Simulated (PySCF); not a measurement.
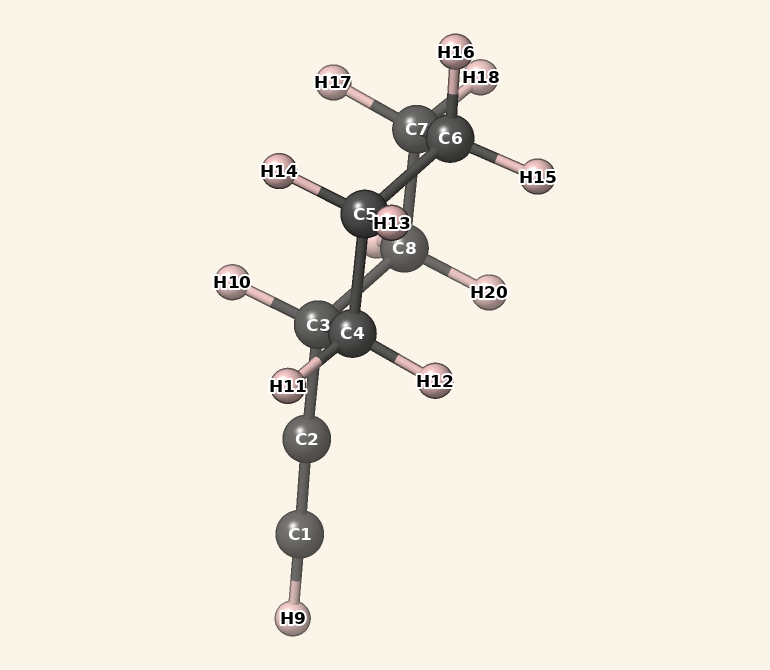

C3 lies behind C4. The molecule seen a little off the C4–C3 bond, C4 in front. Atoms fade into the background with distance from the viewer. The geometry was computed by an optimisation with PBE0-D3(BJ)/def2-SVP. No frequency run is at hand to confirm it as a minimum.

> What is the torsion angle C5–C4–C3–C8? The sign is positive where the front bond must turn clockwise to cover the back bond.

55°, synclinal (gauche). The bonds about C4–C3 are staggered.
